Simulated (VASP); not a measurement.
Band structure of KTaO3 (cubic perovskite). These are SCAN meta-GGA, VASP's PBE PAW potentials (set 64) (plane waves; VASP) values and carry that method's errors.

Unless said otherwise, spin-orbit coupling is left out, though it shifts the bands of the heavy elements here.

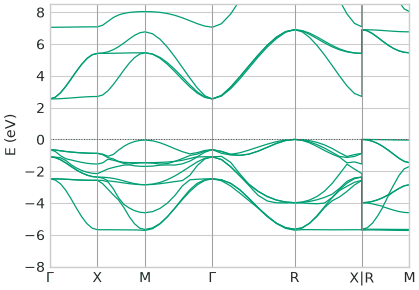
Figure: Bands along high-symmetry lines, zero at the valence-band maximum or, without a gap, the Fermi level

Read the plot: is there a gap, and where are the band edges?

The gap is indirect, 2.55 eV, from the valence maximum at R to the conduction minimum at Γ.

Measured: gap 3.64 eV (computed value off by -1.09 eV), as given by Burak Himmetoglu et al., Journal of Physics Condensed Matter (2016), arXiv:1601.06205.

The compound is KTaO3 in the cubic perovskite structure. It was relaxed first.
